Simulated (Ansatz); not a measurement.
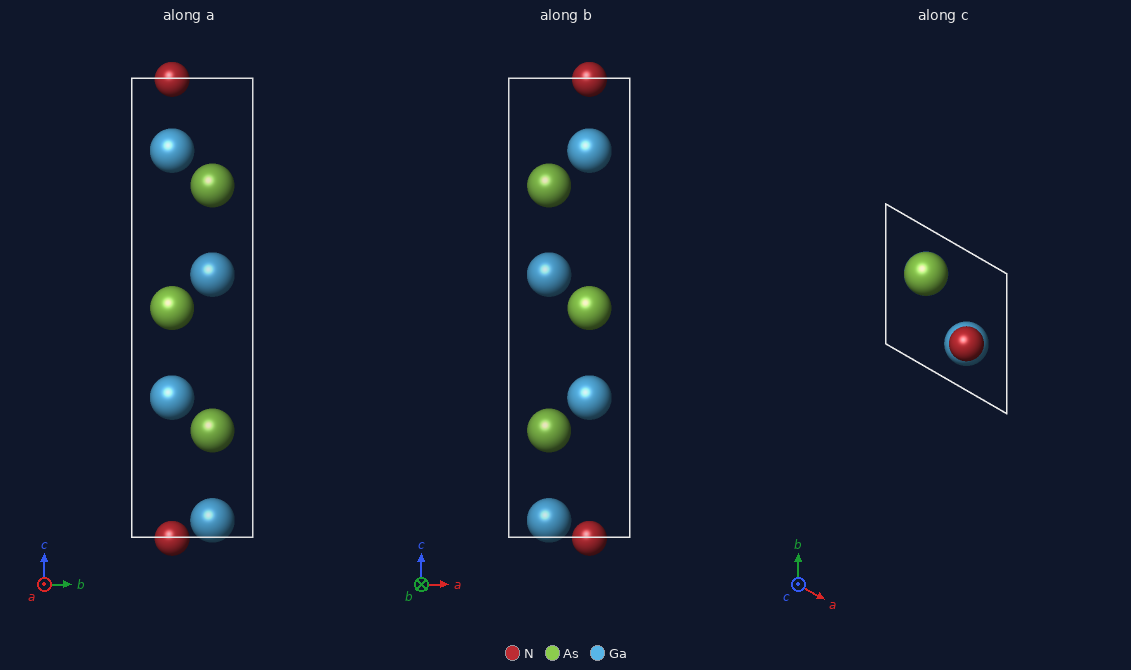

An orthographic spheres-only view of the structure, along the a axis, along the b axis and along the c axis. The outline marks the conventional unit cell.

Lattice parameters: a = 3.820 Å, b = 3.820 Å, c = 12.533 Å, α = 90.00°, β = 90.00°, γ = 120.00°.

Put the structure into a table of Wyckoff sites, with free fractional coordinates to two decimals.

Answer. Space group P3m1 (No. 156).
```tsv
atom	site	x	y	z
N	1c	0.6667	0.3333	0.00
As	1c	0.6667	0.3333	0.50
As	1b	0.3333	0.6667	0.77
As	1b	0.3333	0.6667	0.23
Ga	1c	0.6667	0.3333	0.84
Ga	1c	0.6667	0.3333	0.30
Ga	1b	0.3333	0.6667	0.57
Ga	1b	0.3333	0.6667	0.04
```

Starting structure: a structure type filled with these elements by a generator (whether the compound takes this form wasn't checked). What is shown is the relaxed result from DFT, r2SCAN, plane waves, PAW in Ansatz 0.2.0.
